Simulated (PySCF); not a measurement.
## C$_{7}$H$_{22}$Si$_{3}$: one change and its effect

System: C$_{7}$H$_{22}$Si$_{3}$, SMILES CC(C)[C@H]([SiH3])C[C@@H]([SiH3])C[SiH3].
Method of run A: GIAO B3LYP/6-31G* NMR shielding, non-relativistic, gas phase (PySCF 2.14.0).

The geometry comes from this level: GFN2-xTB. Text and figures count atoms from 1; the logs count them from 0 in places.

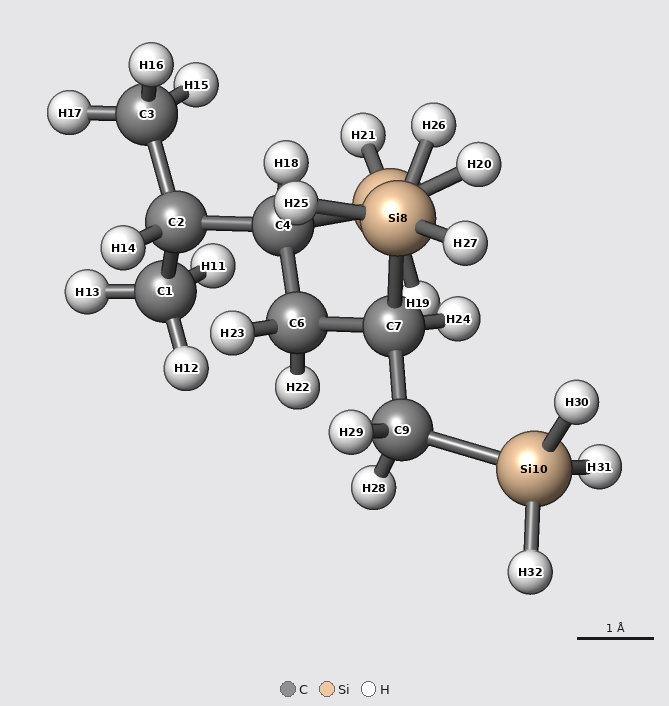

Figure 1. The input geometry (ball-and-stick view, seen at a tilt; atoms are numbered from 1 in the order of the input). Bond lengths as drawn: C–C 1.53 to 1.54 Å, C–H 1.09 to 1.10 Å, C–Si 1.90 to 1.91 Å and H–Si 1.46 to 1.47 Å.

**Input, run A**
```
{"job": {"xc": "B3LYP", "basis": "6-31G*", "kind": "nmr", "pop": false}, "charge": 0, "multiplicity": 1}
C     -2.729906    -1.301109     1.030225
C     -2.348906     0.105672     0.577318
C     -3.506402     0.737171    -0.193054
C     -1.047151     0.139116    -0.244607
Si    -0.989910    -1.102349    -1.695448
C      0.167899    -0.027562     0.673895
C      1.520653     0.217139    -0.002784
Si     1.632126     1.982966    -0.720954
C      2.648502    -0.060412     1.002540
Si     4.333538    -0.482038     0.232874
H     -2.970679    -1.927288     0.173885
H     -1.917462    -1.767690     1.581379
H     -3.601361    -1.263231     1.681659
H     -2.185087     0.714464     1.477919
H     -3.729743     0.168236    -1.091848
H     -3.262874     1.757169    -0.483928
H     -4.402185     0.764172     0.424744
H     -0.984952     1.147648    -0.672154
H     -0.517905    -2.407161    -1.222547
H     -0.086702    -0.605946    -2.737259
H     -2.305524    -1.282129    -2.315434
H      0.163020    -1.040273     1.091360
H      0.076467     0.664779     1.519478
H      1.613666    -0.506831    -0.820981
H      0.985702     2.914394     0.210362
H      0.977648     2.058160    -2.029236
H      3.029192     2.388234    -0.876285
H      2.357606    -0.914054     1.625575
H      2.745576     0.784492     1.689188
H      4.887598     0.640014    -0.525155
H      4.170992    -1.633775    -0.658850
H      5.261344    -0.830372     1.313144
```

The first line tells a small driver script what to run in PySCF; the rest is the geometry in Å.

Launched with:
```bash
OMP_NUM_THREADS=1 python <driver script> task.json out
```

Hardware: 1 CPU thread, shared host.

**Output, shortened to warnings, some set-up lines, iterations and results (run A)**
```
coarse grid: 26120 points
[...]
cycle   1  E = -1148.4546131838  dE =  4.235e-01  |g| = 5.938e-01  |ddm| = 4.647e+00
cycle   2  E = -1148.3973005860  dE =  5.731e-02  |g| = 7.427e-01  |ddm| = 1.430e+00
cycle   3  E = -1148.5514443837  dE = -1.541e-01  |g| = 6.482e-02  |ddm| = 8.939e-01
cycle   4  E = -1148.5524058992  dE = -9.615e-04  |g| = 3.533e-02  |ddm| = 1.188e-01
cycle   5  E = -1148.5527311534  dE = -3.253e-04  |g| = 5.332e-03  |ddm| = 3.828e-02
cycle   6  E = -1148.5527382121  dE = -7.059e-06  |g| = 1.893e-03  |ddm| = 7.749e-03
cycle   7  E = -1148.4407296837  dE = -4.477e-05  |g| = 8.204e-03  |ddm| = 3.643e-02
cycle   8  E = -1148.4407178826  dE =  1.180e-05  |g| = 1.052e-02  |ddm| = 1.994e-02
cycle   9  E = -1148.4407481897  dE = -3.031e-05  |g| = 5.961e-04  |ddm| = 1.159e-02
cycle  10  E = -1148.4407482835  dE = -9.384e-08  |g| = 2.039e-04  |ddm| = 8.949e-04
cycle  11  E = -1148.4407482936  dE = -1.007e-08  |g| = 4.644e-05  |ddm| = 2.223e-04
cycle  12  E = -1148.4407482941  dE = -5.339e-10  |g| = 1.737e-05  |ddm| = 7.522e-05
converged SCF energy = -1148.4407482941

GIAO shielding tensors (ppm)
atom      isotropic    diamagn.    paramagn.     s11        s22        s33       span
  0 C      172.013     249.811     -77.798    161.479    166.274    188.287     26.809
  1 C      155.732     239.954     -84.222    139.673    158.346    169.178     29.505
  2 C      167.239     247.879     -80.641    146.166    165.417    190.132     43.966
  3 C      159.375     246.649     -87.274    144.431    153.137    180.557     36.126
  4 Si     452.882     885.547    -432.665    422.777    446.009    489.860     67.083
  5 C      143.213     248.880    -105.667    121.592    140.957    167.088     45.496
  6 C      170.662     246.912     -76.251    160.076    166.907    185.001     24.924
  7 Si     446.482     885.172    -438.690    411.604    434.129    493.713     82.108
  8 C      174.664     246.274     -71.610    154.202    174.096    195.694     41.492
  9 Si     455.744     881.567    -425.823    427.361    442.589    497.281     69.920
 10 H       31.736      31.946      -0.211     27.836     31.386     35.984      8.148
 11 H       31.187      32.922      -1.735     25.973     31.558     36.032     10.059
 12 H       31.489      30.898       0.591     27.246     29.011     38.210     10.965
 13 H       30.541      32.953      -2.412     27.041     30.123     34.461      7.420
 14 H       31.214      31.491      -0.277     27.184     31.084     35.373      8.190
 15 H       31.509      31.308       0.201     27.070     30.276     37.181     10.111
 16 H       31.434      30.016       1.418     27.095     29.046     38.160     11.066
 17 H       31.236      36.208      -4.972     25.601     32.190     35.916     10.315
 18 H       28.754      33.820      -5.065     26.137     26.880     33.245      7.108
 19 H       28.590      33.715      -5.124     24.595     28.078     33.097      8.502
 20 H       28.423      32.755      -4.331     24.356     27.642     33.272      8.916
 21 H       30.277      36.475      -6.198     25.531     31.933     33.366      7.835
 22 H       30.624      36.171      -5.546     26.560     32.580     32.733      6.172
 23 H       31.292      36.150      -4.859     25.072     33.441     35.363     10.291
 24 H       28.807      33.273      -4.465     25.427     27.652     33.343      7.916
 25 H       28.368      33.339      -4.972     24.366     27.761     32.976      8.610
 26 H       28.471      32.617      -4.147     24.061     27.960     33.391      9.330
 27 H       31.745      32.278      -0.533     26.070     32.320     36.844     10.775
 28 H       31.595      31.291       0.304     27.496     30.489     36.802      9.307
[...]
```

For run B the input was changed thus:
```diff
-"xc": "B3LYP"
+"xc": "PBE0"
```

Predict how the results change.

The total energies belong to different methods, so their difference says nothing on which is more stable or more accurate. The HOMO goes from −7.81 to −8.05 eV. The LUMO goes from 0.79 to 0.94 eV. The dipole moment goes from 1.32 to 1.38 D. Of all shieldings, the largest change is that of C2, by +5.9 ppm. The functional changes from B3LYP to PBE0. The number of SCF iterations is the same.

**Output, shortened to warnings, some set-up lines, iterations and results (run B)**
```
coarse grid: 26120 points
[...]
cycle   1  E = -1147.6986174599  dE =  4.729e-01  |g| = 5.057e-01  |ddm| = 4.598e+00
cycle   2  E = -1147.6749570009  dE =  2.366e-02  |g| = 5.835e-01  |ddm| = 1.157e+00
cycle   3  E = -1147.7692842265  dE = -9.433e-02  |g| = 5.069e-02  |ddm| = 6.822e-01
cycle   4  E = -1147.7698266001  dE = -5.424e-04  |g| = 2.908e-02  |ddm| = 9.137e-02
cycle   5  E = -1147.7700470071  dE = -2.204e-04  |g| = 3.793e-03  |ddm| = 3.104e-02
cycle   6  E = -1147.7700505137  dE = -3.507e-06  |g| = 1.337e-03  |ddm| = 5.560e-03
cycle   7  E = -1147.6613921675  dE = -5.408e-05  |g| = 1.050e-02  |ddm| = 3.836e-02
cycle   8  E = -1147.6613775466  dE =  1.462e-05  |g| = 1.279e-02  |ddm| = 2.432e-02
cycle   9  E = -1147.6614225191  dE = -4.497e-05  |g| = 7.211e-04  |ddm| = 1.402e-02
cycle  10  E = -1147.6614226546  dE = -1.355e-07  |g| = 2.278e-04  |ddm| = 1.065e-03
cycle  11  E = -1147.6614226674  dE = -1.283e-08  |g| = 4.811e-05  |ddm| = 2.498e-04
cycle  12  E = -1147.6614226679  dE = -5.371e-10  |g| = 2.027e-05  |ddm| = 7.508e-05
converged SCF energy = -1147.6614226679

GIAO shielding tensors (ppm)
atom      isotropic    diamagn.    paramagn.     s11        s22        s33       span
  0 C      176.537     250.490     -73.954    165.921    170.930    192.759     26.838
  1 C      161.603     240.128     -78.525    146.135    163.114    175.561     29.426
  2 C      171.924     248.546     -76.621    151.255    169.771    194.746     43.491
  3 C      165.082     246.663     -81.582    149.798    158.368    187.079     37.282
  4 Si     457.120     885.581    -428.461    426.401    451.718    493.241     66.840
  5 C      148.903     248.834     -99.931    127.552    146.796    172.362     44.810
  6 C      176.457     247.354     -70.897    165.348    172.300    191.724     26.377
  7 Si     449.757     885.362    -435.605    414.716    438.168    496.387     81.671
  8 C      180.214     247.253     -67.040    159.784    179.365    201.492     41.709
  9 Si     458.044     881.863    -423.819    429.843    445.656    498.632     68.789
 10 H       31.667      31.819      -0.152     27.565     31.280     36.156      8.591
 11 H       31.105      32.305      -1.199     25.645     31.434     36.237     10.593
 12 H       31.385      31.357       0.028     26.894     28.754     38.506     11.612
 13 H       30.437      32.767      -2.330     26.682     29.940     34.688      8.006
 14 H       31.148      31.356      -0.207     26.896     30.996     35.553      8.657
 15 H       31.416      30.945       0.470     26.711     30.106     37.431     10.721
 16 H       31.339      30.496       0.844     26.757     28.806     38.454     11.697
 17 H       31.114      35.658      -4.544     25.244     32.113     35.984     10.740
 18 H       28.541      33.213      -4.672     25.834     26.605     33.183      7.349
 19 H       28.378      33.170      -4.792     24.276     27.853     33.004      8.728
 20 H       28.232      32.404      -4.172     24.057     27.407     33.231      9.174
 21 H       30.184      35.865      -5.680     25.156     32.058     33.339      8.183
 22 H       30.521      35.744      -5.222     26.147     32.480     32.936      6.789
 23 H       31.156      35.677      -4.521     24.680     33.379     35.410     10.731
 24 H       28.581      32.814      -4.233     25.097     27.387     33.258      8.161
 25 H       28.150      32.843      -4.693     24.043     27.535     32.872      8.829
 26 H       28.250      32.379      -4.128     23.725     27.726     33.300      9.575
 27 H       31.597      31.952      -0.354     25.585     32.144     37.063     11.479
 28 H       31.448      31.213       0.235     27.055     30.285     37.002      9.947
[...]
```

**The two runs side by side**

| quantity | run A | run B |
| --- | --- | --- |
| outcome | converged | converged |
| total energy (hartree) | −1148.440748 | −1147.661423 |
| HOMO (eV) | −7.81 | −8.05 |
| LUMO (eV) | 0.79 | 0.94 |
| dipole moment (D) | 1.32 | 1.38 |
| shielding of C1 (ppm) | 172.0 | 176.5 |
| shielding of C2 (ppm) | 155.7 | 161.6 |
| shielding of C3 (ppm) | 167.2 | 171.9 |
| shielding of C4 (ppm) | 159.4 | 165.1 |
| shielding of C6 (ppm) | 143.2 | 148.9 |
| shielding of C7 (ppm) | 170.7 | 176.5 |
| shielding of C9 (ppm) | 174.7 | 180.2 |
| SCF iterations | 12 | 12 |
| basis functions | 196 | 196 |
| wall time (shared host) | 66 s | 51 s |
